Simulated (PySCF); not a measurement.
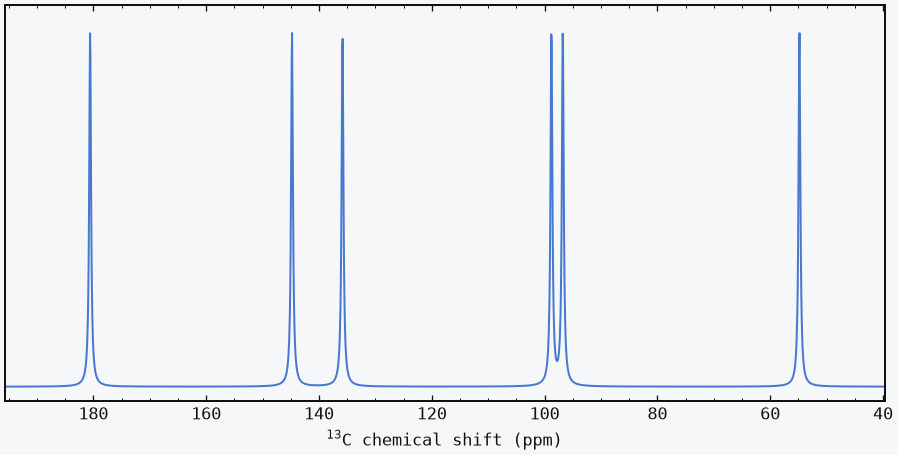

GIAO shifts, PBE0/pcSseg-1, PySCF, at a GFN2-xTB geometry (no frequency check), against TMS for ¹³C computed at the same level. Gas phase, fully decoupled, line heights follow the number of nuclei, widths are arbitrary (no quadrupolar broadening); values of one conformer, averaged over nuclei that symmetry or rotation about single bonds exchange, these motions taken as fast; other conformers aren't averaged in.

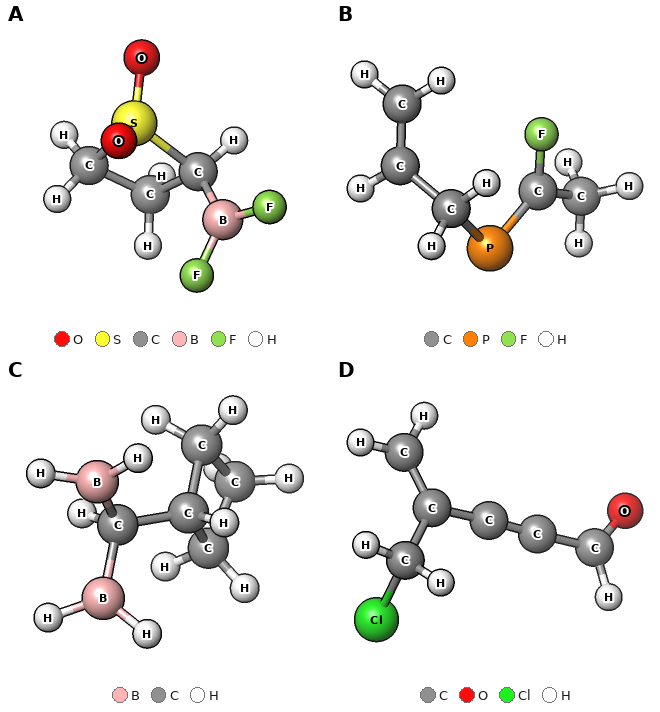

Question: Which molecule was computed? Choose among the lettered structures.

Answer: Structure D, C₆H₅ClO, SMILES C=C(C#CC=O)CCl. Its ¹³C signals: 180.6 (1 C), 144.8 (1 C), 135.8 (1 C), 98.8 (1 C), 96.8 (1 C), 54.8 (1 C) ppm.

Caveats: the tight-binding geometry is rougher than a DFT one and adds to the error.
